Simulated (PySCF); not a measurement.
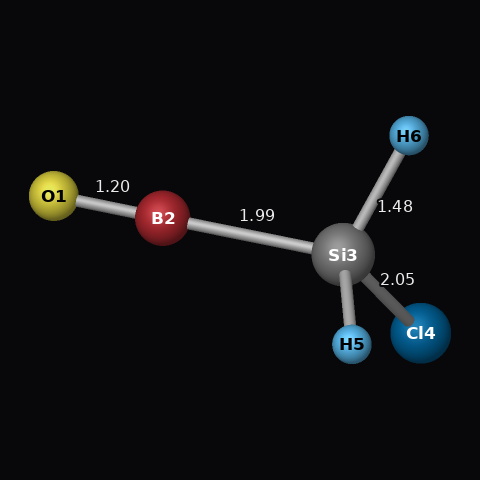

Bond lengths are marked in Å; every bond is drawn as one stick. The geometry was computed by an optimisation with PBE0-D4/def2-TZVP. No frequency run is at hand to confirm it as a minimum.

Question: Which of the marked bonds are single, double, triple or aromatic?

Answer: O1–B2 double; B2–Si3 single; Si3–Cl4 single; Si3–H6 single.

Question: Write the SMILES.

Answer: O=B[SiH2]Cl
